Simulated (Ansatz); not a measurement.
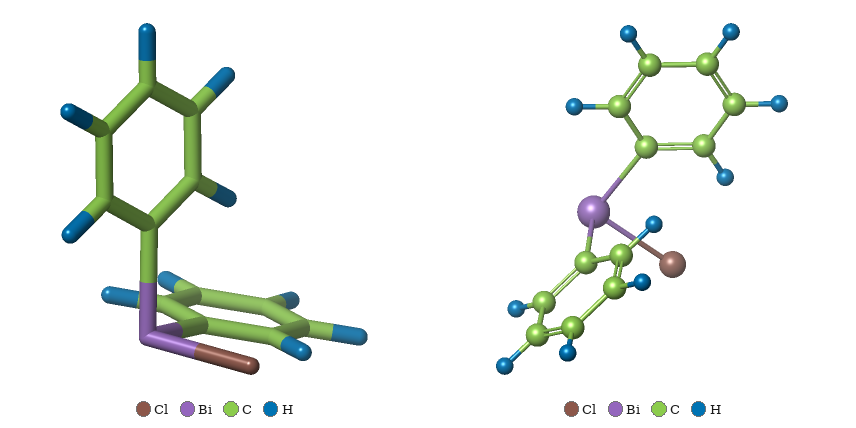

Two views of one molecule.

The computed structure is the end point of a PBE0-D4/def2-TZVP optimisation. No frequency run is at hand to confirm it as a minimum.

Describe the molecule.

The molecule is C₁₂H₁₀BiCl. SMILES: `[Cl][Bi]([c]1ccccc1)[c]1ccccc1`. The point group is C1. Coordination: 1 Bi trigonal pyramidal; 12 C trigonal planar.

The parts below concern this one geometry. Atoms keep their numbers from picture to picture.

**Geometry**

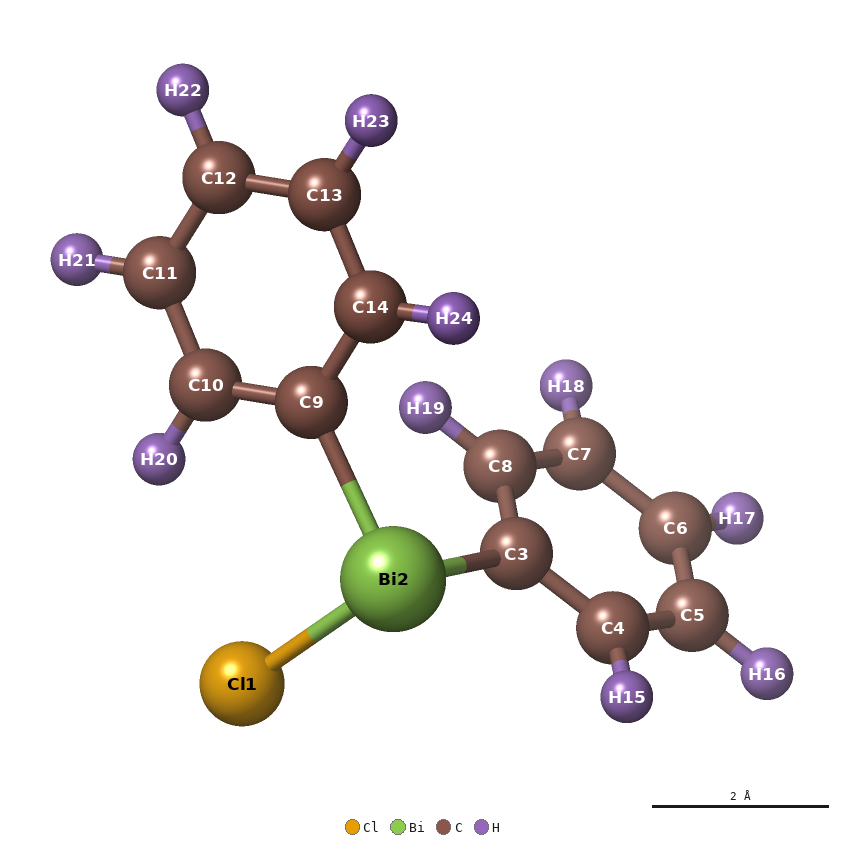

The atoms are numbered. No frequency run is at hand to confirm it as a minimum.

Give these bond angles: Bi2–C9–C10, C3–C4–H15, C3–C8–H19, C4–C3–C8, C5–C6–C7, C6–C5–H16, C7–C6–H17, C10–C9–C14, C10–C11–C12, C11–C10–H20, C11–C12–C13, C13–C14–H24.

```tsv
angle	degrees
Bi2–C9–C10	122.8
C3–C4–H15	120.6
C3–C8–H19	120.3
C4–C3–C8	119.5
C5–C6–C7	120.0
C6–C5–H16	120.2
C7–C6–H17	120.0
C10–C9–C14	119.6
C10–C11–C12	120.3
C11–C10–H20	120.0
C11–C12–C13	119.9
C13–C14–H24	118.8
```

**Dipole moment**

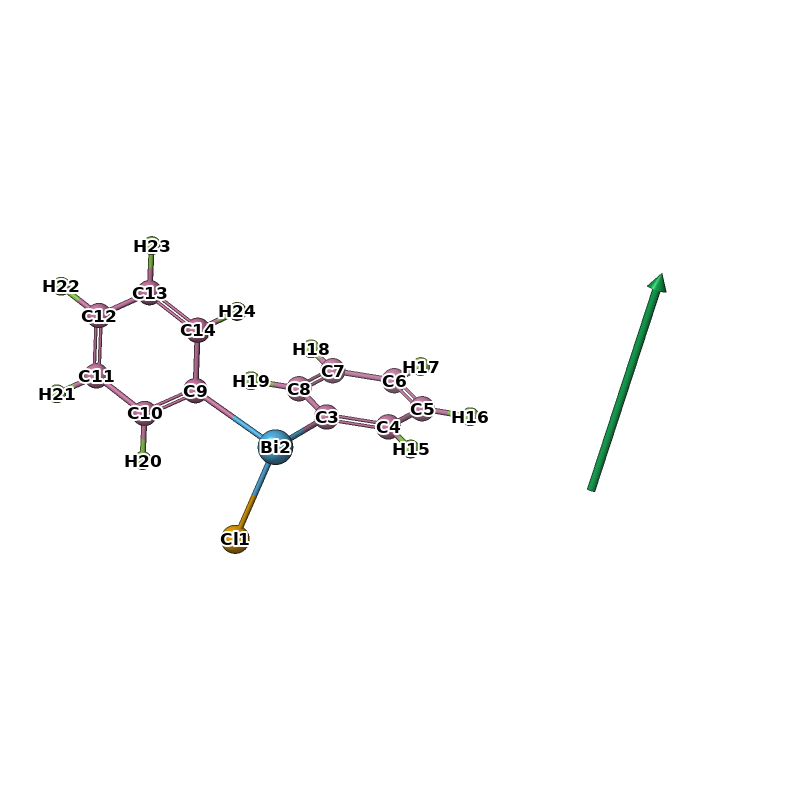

The arrow beside the molecule shows the direction of the dipole moment, from the negative to the positive end (its length means nothing). No frequency run is at hand to confirm it as a minimum. Level of theory: RKS r2SCAN-D4/def2-TZVPP, core potentials on Bi (Ansatz 0.2.0).

Estimate the dipole moment.

Answer. 3.29 D; it points from the side of Cl1 to the side of H23 (the outermost atoms at the two ends).

**Electronic properties**

No frequency run is at hand to confirm it as a minimum. Properties computed with RKS BLYP-D4/def2-TZVPP, core potentials on Bi (Ansatz 0.2.0).

What is the dispersion correction?

Answer. −204.2 kJ/mol.

What is the HOMO energy (Kohn–Sham orbital)?

Answer. −5.89 eV.

Give the HOMO–LUMO gap at this level.

Answer. 3.68 eV.

**Charges**

The questions are on Mulliken charges. No frequency run is at hand to confirm it as a minimum. Level of theory: RKS PBE-D4/def2-TZVPP, core potentials on Bi (Ansatz 0.2.0).

Give the Mulliken charges atom by atom.

```json
{"atom": "Cl1", "value (e)": "−0.38"}
{"atom": "Bi2", "value (e)": "0.75"}
{"atom": "C3", "value (e)": "−0.05"}
{"atom": "C4", "value (e)": "−0.19"}
{"atom": "C5", "value (e)": "−0.11"}
{"atom": "C6", "value (e)": "−0.09"}
{"atom": "C7", "value (e)": "−0.11"}
{"atom": "C8", "value (e)": "−0.14"}
{"atom": "C9", "value (e)": "−0.13"}
{"atom": "C10", "value (e)": "−0.14"}
{"atom": "C11", "value (e)": "−0.11"}
{"atom": "C12", "value (e)": "−0.09"}
{"atom": "C13", "value (e)": "−0.12"}
{"atom": "C14", "value (e)": "−0.15"}
{"atom": "H15", "value (e)": "0.10"}
{"atom": "H16", "value (e)": "0.11"}
{"atom": "H17", "value (e)": "0.11"}
{"atom": "H18", "value (e)": "0.11"}
{"atom": "H19", "value (e)": "0.12"}
{"atom": "H20", "value (e)": "0.11"}
{"atom": "H21", "value (e)": "0.12"}
{"atom": "H22", "value (e)": "0.11"}
{"atom": "H23", "value (e)": "0.11"}
{"atom": "H24", "value (e)": "0.09"}
```

Mulliken values depend strongly on the basis set and can even reverse the polarity of a bond.
